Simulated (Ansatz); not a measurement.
Consider CBF5.

The calculation's input:

```
crystal:
  periodic: [false, false, false]
  atoms:
    - {symbol: F, position_ang: [1.242809, -1.388940, 0.665705]}
    - {symbol: B, position_ang: [0.082445, -0.883454, 0.349006]}
    - {symbol: F, position_ang: [-1.007819, -1.581419, 0.518709]}
    - {symbol: C, position_ang: [-0.027619, 0.609792, -0.257007]}
    - {symbol: F, position_ang: [-0.594392, 0.585126, -1.473913]}
    - {symbol: F, position_ang: [-0.794251, 1.383072, 0.528469]}
    - {symbol: F, position_ang: [1.160127, 1.207822, -0.376769]}
basis:
  gaussian: {orbitals: def2-TZVPP}
hamiltonian: {xc: pbe0, dispersion: d4}
output: {orbitals: {seedname: orbitals}}
```

Run with:

```sh
ansatz run in.yaml --threads 4 --pin off --events-out ev --progress --plain --max-ram 10444MiB
```

Geometry: PBE0-D4/def2-TZVP.

All numbers below come from RKS PBE0-D4/def2-TZVPP (Ansatz 0.2.0).

Q: What can the converged electron density and electron localisation function tell about the bonding?

A: B–F (1.30 Å): ρ is about 2.3 e/Å³ halfway; the ELF peaks at about 0.85 between the atoms (a shared but strongly polarised pair).
C–F (1.34 Å): the density is about 2.4 e/Å³ at the midpoint; the ELF peaks at about 0.85 between the atoms; a polar covalent bond.
C–B (1.62 Å): ρ is about 1.5 e/Å³ halfway; the ELF peaks at about 1 between the atoms, as expected for a covalent bond.

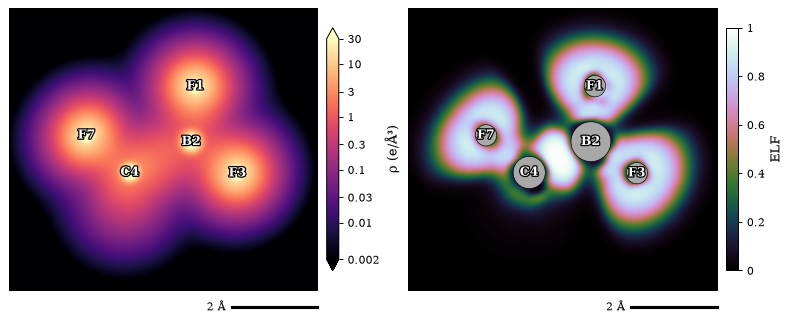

Computed electron density and electron localisation function on the plane of atoms B2, C4 and F7, in this order. Grey discs cover the atomic cores in the ELF map. 
